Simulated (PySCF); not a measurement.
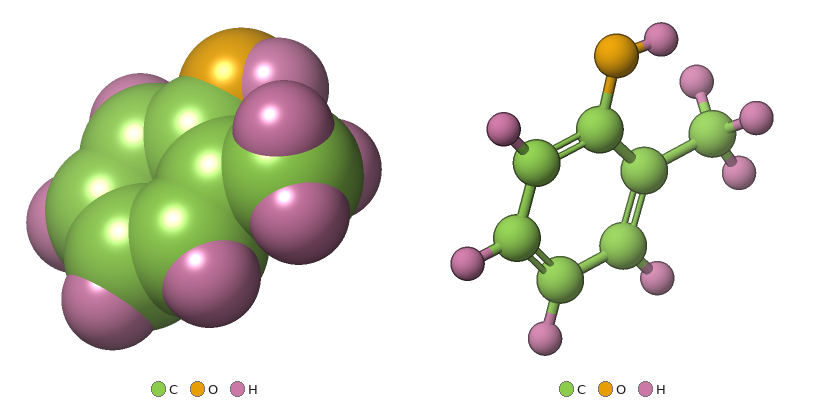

Two views of one molecule.

Computed geometry: PBE0-D3(BJ)/def2-TZVP optimisation. No frequency run is at hand to confirm it as a minimum.

Description:

The molecule is C₇H₈O. Its SMILES string is `Cc1ccccc1O`. Independent rings (smallest set): 1 of 6 members, 1 of them aromatic. Among its groups: phenol. Coordination: 1 C tetrahedral; 6 C trigonal planar; 1 O bent.

The parts below concern this one geometry. Atoms keep their numbers from picture to picture.

**Ring current**

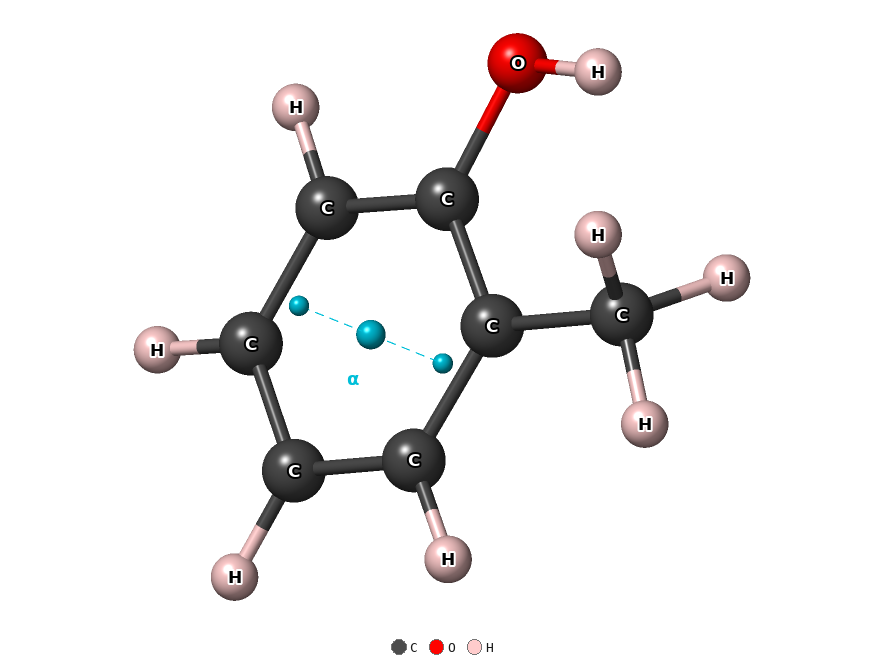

The small points mark where nucleus-independent chemical shifts (NICS) were computed: at the centre of each lettered ring and 1 Å above and below it. No frequency run is at hand to confirm it as a minimum. Properties computed with GIAO PBE0/pcSseg-2 NMR shielding, non-relativistic, gas phase (PySCF 2.14.0).

Give NICS(0), NICS(1) and the out-of-plane component NICS(1)zz for each ring (means of the two sides).

```
ring  members  NICS(0)  NICS(1)  NICS(1)zz
   α       C6     −9.1     −9.7      −26.9
```

Values in ppm.

> What do the values say about the ring currents?

Ring α: diatropic, as in an aromatic ring. NICS is one index among several.

**Electronic properties**

No frequency run is at hand to confirm it as a minimum. Properties computed with PBE0/pcSseg-2, gas phase (PySCF 2.14.0).

What does the calculation give?

- dipole moment: 1.74 D
- HOMO energy (Kohn–Sham orbital): −6.42 eV
- LUMO energy (Kohn–Sham orbital): −0.15 eV
- HOMO–LUMO gap: 6.27 eV

**NMR shielding**

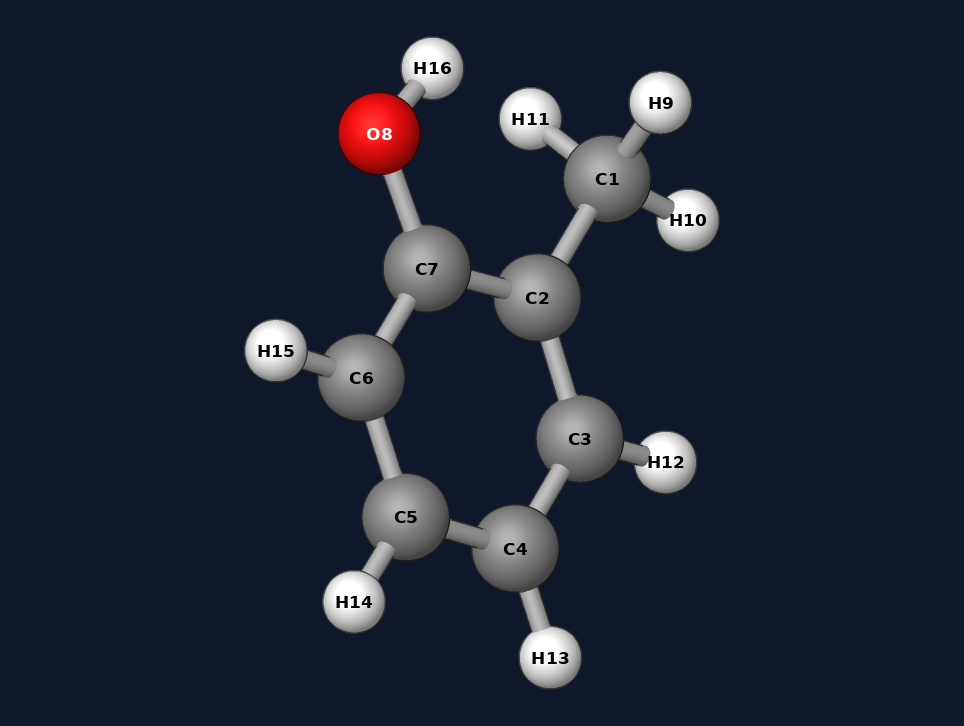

No frequency run is at hand to confirm it as a minimum. Level of theory: GIAO PBE0/pcSseg-2 NMR shielding, non-relativistic, gas phase (PySCF 2.14.0). Principal shieldings σ11 ≤ σ22 ≤ σ33, span Ω = σ33 − σ11, skew κ = 3(σiso − σ22)/Ω.

Give the shielding tensors of the O atoms.

| atom | σ11 | σ22 | σ33 | σiso | Ω | κ |
| --- | --- | --- | --- | --- | --- | --- |
| O8 | 160.7 | 222.3 | 258.5 | 213.9 | 97.8 | −0.26 |

Shieldings and span in ppm.
